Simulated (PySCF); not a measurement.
```
atom    x (Å)    y (Å)    z (Å)
   C  -1.1133   0.8752  -1.6866
  Si  -0.5723  -0.4587  -0.4297
   C  -2.2251  -0.7101   0.5493
   C   0.6325   0.1094   0.9316
   C   1.9276   0.3542   0.2390
   N   3.1019   0.4297   1.0416
   S   1.9681  -0.2882  -1.3615
   H  -1.4332   1.7804  -1.1765
   H  -0.3109   1.1365  -2.3652
   H  -1.9532   0.5131  -2.2740
   H  -0.4251  -1.8064  -1.0082
   H  -2.1669  -1.5508   1.2356
   H  -3.0435  -0.9108  -0.1369
   H  -2.5000   0.1645   1.1328
   H   0.2857   1.0019   1.4724
   H   0.7273  -0.6797   1.7014
   H   3.9132   0.4086   0.4308
   H   3.1786  -0.3621   1.6924
```

Geometry: GFN2-xTB.

Theory: UKS B3LYP, pcH-1 on C H N S Si, non-relativistic, mean-field spin-orbit, GIAO (PySCF 2.14.0, density-fitted response routines).

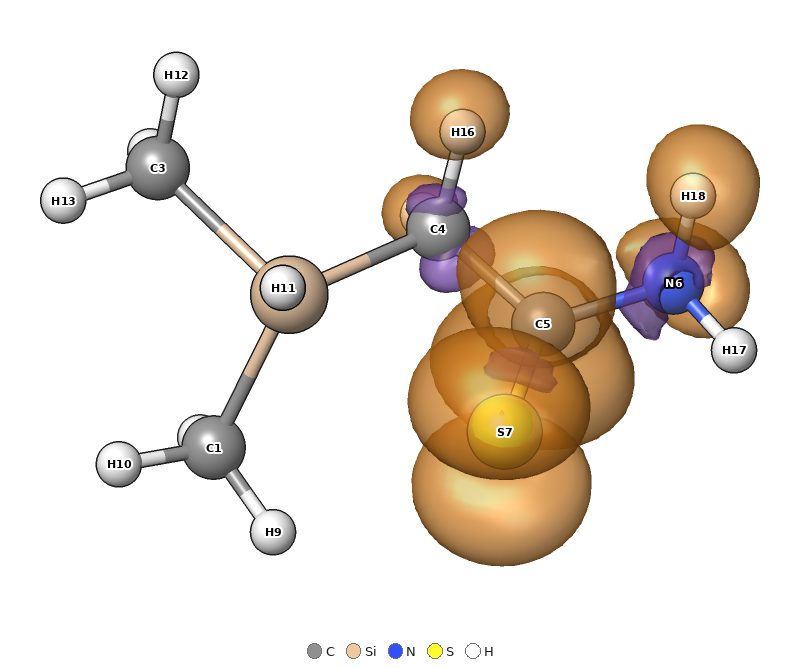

C₄H₁₁NSSi (SMILES C[SiH](C)C[C](N)[S-]) (charge −1, doublet). Isosurfaces of the spin density at +0.015 (orange) and −0.015 e/Å³ (purple), seen across its widest extent.

### Where is the unpaired spin?

The unpaired spin (1 electron) lies mostly on C5 (about 0.5), S7 (about 0.3) and N6 (about 0.1), in electrons by Hirshfeld's partition.
